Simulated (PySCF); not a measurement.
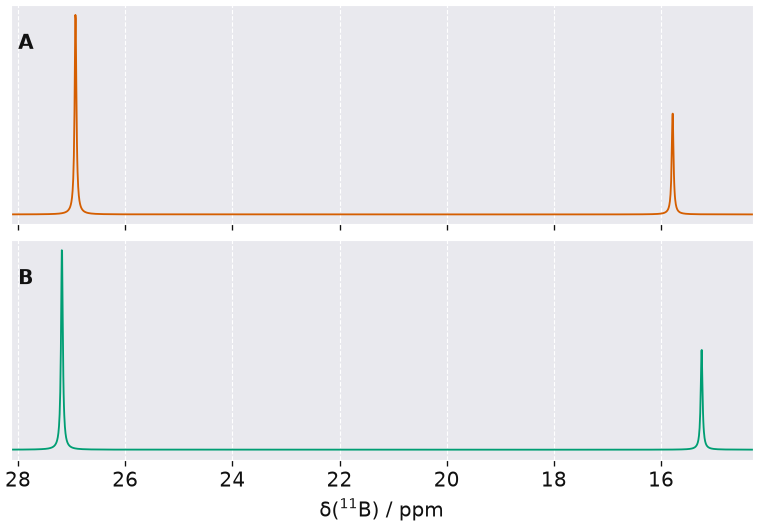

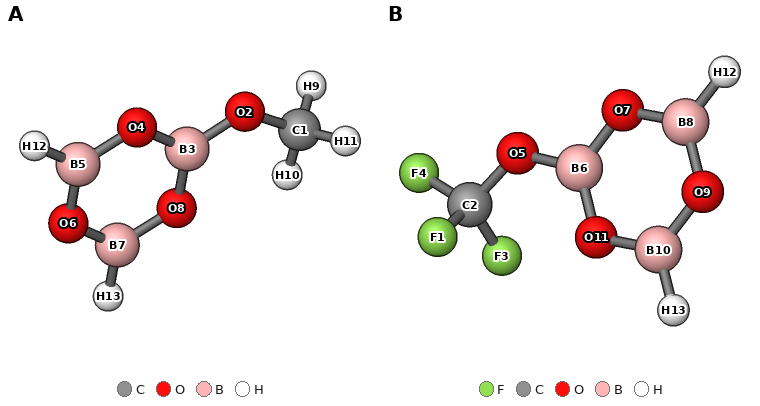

Related molecules: A is CH₅B₃O₄, SMILES COB1OBOBO1; B is CH₂B₃F₃O₄, SMILES FC(F)(F)OB1OBOBO1. GIAO ¹¹B shifts against BF₃.OEt₂, ωB97X-D/pcSseg-2 in PySCF, at a PBE0-D3(BJ)/def2-SVP geometry (no frequency check); fully decoupled, line heights follow the number of nuclei within a panel, widths are arbitrary (no quadrupolar broadening); values of one conformer, averaged over methyl-type rotors and exact or near symmetry; other conformers aren't averaged in.

Assign the ¹¹B signals of each molecule.

A: 26.9 (B5, B7); 15.8 (B3)
B: 27.2 (B8, B10); 15.2 (B6)
